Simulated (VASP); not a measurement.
Consider the following.

```xyz
2
Lattice="0.0000 2.2527 2.2527 2.2527 0.0000 2.2527 2.2527 2.2527 0.0000" Properties=species:S:1:pos:R:3 pbc="T T T"
Ga     0.0000     0.0000     0.0000
N      1.1264     1.1264     1.1264
```

These are r2SCAN meta-GGA, VASP's PBE PAW potentials (set 64) (plane waves; VASP) values and carry that method's errors. Numerical set-up: 520 eV cut-off, 11×11×11 Γ-centred mesh, tetrahedra with Blöchl corrections, potentials Ga_d N.

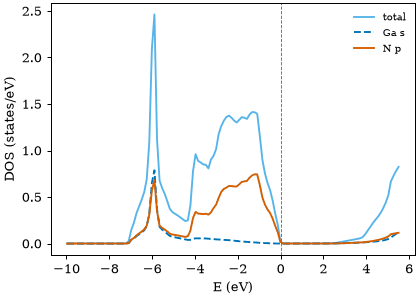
Figure: Total and projected density of states, zero at the valence-band maximum

Within 2 eV below the valence-band maximum the largest weight inside VASP's projection spheres is N p, then Ga p.

The gap is direct, 2.13 eV, from the valence maximum at Γ to the conduction minimum at Γ.

The compound is GaN in the zinc blende structure, a metastable form; wurtzite is the usual one. It was relaxed first.
